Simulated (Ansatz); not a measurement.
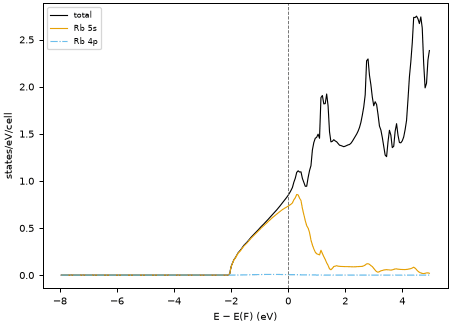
Figure: Total and projected density of states of Rb (body-centred tetragonal, I4/mmm), the program Ansatz at the r²SCAN+D4 level (PAW)

Q: Which orbitals carry the states next to the Fermi level?

A: Within 0.5 eV of the Fermi level: Rb 5s 84 %, outside the projected shells 16 %. Projections are on Löwdin-orthogonalised atomic valence shells; empty p or d shells of many metals are not among them.

The first step of the workflow began from a Materials Project structure, measured or hypothetical; the Crystallography Open Database copy checked does not list it. It is not the phase usual at ambient conditions (space group No. 229). Symmetry was held in the r²SCAN+D4 relaxation; its stability against distortions is not shown here. The pairwise dispersion correction was not fitted to metals. Scalar-relativistic: spin–orbit coupling is off unless named, which matters more the heavier the elements.

Potentials: the later of the program's two PAW sets.
